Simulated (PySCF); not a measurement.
**Frequency calculation of In2O**

In2O, computed with RKS-based PBE, O def2-TZVP, In def2-TZVP with ECP28; non-relativistic Hamiltonian with a scalar-relativistic core potential; density fitting (PySCF 2.14.0).

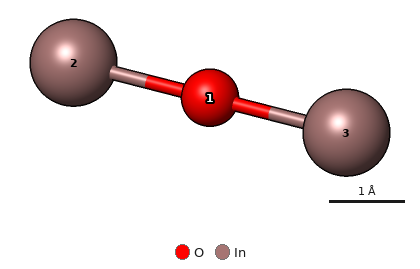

**Figure 1.** The structure (ball-and-stick view, seen at a tilt; atoms are numbered from 1 in the order of the input). Sticks mark near contacts. Bond lengths as drawn: In–O 2.03 Å.

**Input file**
```python
from pyscf import gto, scf, dft
mol = gto.M(atom='''
O      0.000000     0.000000     0.000000
In     2.029142     0.000000     0.000000
In    -2.029142     0.000000     0.000000''',
    basis={'O': 'def2-TZVP', 'In': 'def2-TZVP'},
    ecp={'In': 'def2-TZVP'},
    charge=0, spin=0)
mf = dft.RKS(mol, xc='PBE')
mf.grids.atom_grid = (75, 302)
aux = {'O': 'def2-universal-JKFIT', 'In': 'def2-universal-JKFIT'}
mf = mf.density_fit(auxbasis=aux)
mf.conv_tol = 1e-09
mf.diis_space = 10
mf.max_cycle = 60
mf.verbose = 4
mf.kernel()
```

The script is an equivalent of the set-up of the self-consistent field. The run itself was carried out by a driver, which started from the orbitals of the step before it where there was one and computed the further properties.

Launched with:
```bash
OMP_NUM_THREADS=4 python axn.py task.json out
```

**Log**
```
init E= -455.552158036913
  HOMO = -0.183674866921407  LUMO = -0.0650351288542377  gap/eV = 3.22835
cycle= 1 E= -455.552158036913  delta_E= -1.14e-13  |g|= 5.16e-06  |ddm|= 5.81e-06
  HOMO = -0.183675729573856  LUMO = -0.0650352984259944  gap/eV = 3.22837
Extra cycle  E= -455.55215803681  delta_E= 1.03e-10  |g|= 2.24e-05  |ddm|= 1.62e-05
converged SCF energy = -455.55215803681
```

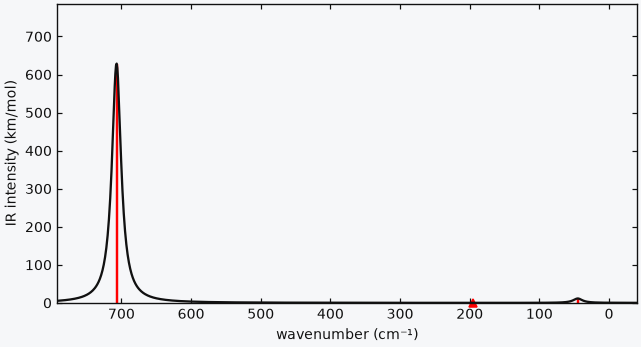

**Figure 2.** Harmonic infrared spectrum, unscaled: sticks (degenerate modes added up, dark ones marked on the axis) with a Lorentzian envelope of 16 cm⁻¹ full width, scaled to the tallest stick. 4 modes from 45 to 707 cm⁻¹, none imaginary. The strongest line is at 707 cm⁻¹ (629 km/mol). All modes, in cm⁻¹ (km/mol): 45 (5.8), 45 (5.8), 195 (0.0), 707 (629).

**Results in brief**

- outcome: converged
- total energy: −455.552158 hartree
- HOMO: −5.00 eV
- LUMO: −1.77 eV
- zero-point energy: 0.002260 hartree
- dipole moment: 0.00 D
- wavenumbers, lowest and highest: 45 and 707 cm⁻¹
- hardware: 4 threads of Arm Neoverse N1, 24 GiB of memory available, shared host
- wall time: 22 s (CPU time 79 s)
- peak memory: 0.99 GiB
